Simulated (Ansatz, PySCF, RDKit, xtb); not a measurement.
SiH4 (SMILES [SiH4]) and H2S (SMILES S) are pulled apart as rigid monomers along the line of their centres of mass, from the B3LYP-D3(BJ)/def2-TZVP minimum. Starting geometry (charge 0, multiplicity 1):
```xyz
8

Si     0.03022    -0.04359    -0.28748
H     -0.70531     1.12782     0.23899
H     -0.11048    -0.07116    -1.76354
H     -0.54498    -1.28612     0.27250
H      1.46224     0.05876     0.06320
S      0.19928     0.05999     3.47285
H     -0.32057     1.29038     3.33843
H     -1.00446    -0.52493     3.36797
```

Interaction energies with rigid monomers; basis-set methods are counterpoise corrected unless marked otherwise.

Correlated levels freeze the cores. Rows in 6-31G* carry no dispersion term and start afresh at each structure (6-31G* with six Cartesian d functions).

Codes used: Ansatz (Gaussian orbitals); PySCF for 6-31G* rows; RDKit for the force fields; xtb for the GFN methods. Each number belongs to the level named beside it.

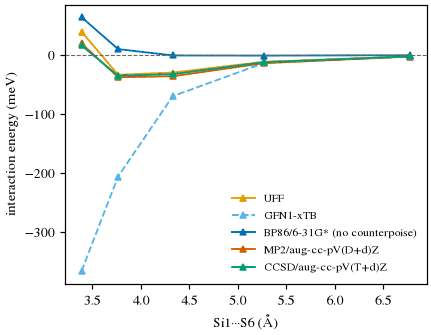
Fig. 1. Interaction energy against separation

Task: Which level binds most strongly at Si1···S6 = 3.77, and by how much?

Result: GFN1-xTB, -206 meV.

Ansatz is a quantum-chemistry and plane-wave program.
